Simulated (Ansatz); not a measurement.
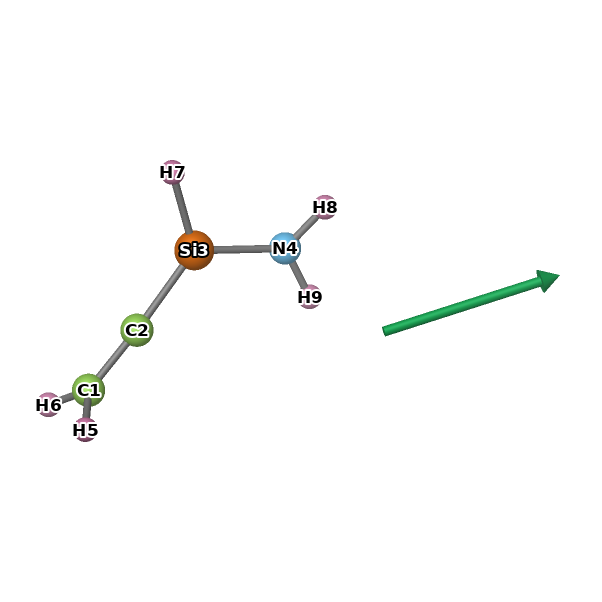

The arrow beside the molecule shows the direction of the dipole moment, from the negative to the positive end (its length means nothing). The geometry was computed by an optimisation with PBE0-D4/def2-TZVP. No frequency run is at hand to confirm it as a minimum. Level of theory: RKS PBE0-D4/def2-TZVP (Ansatz 0.2.0).

Question: How large is the dipole moment?

Answer: 2.18 D; it points from the side of H6 to the side of H8 (the outermost atoms at the two ends).
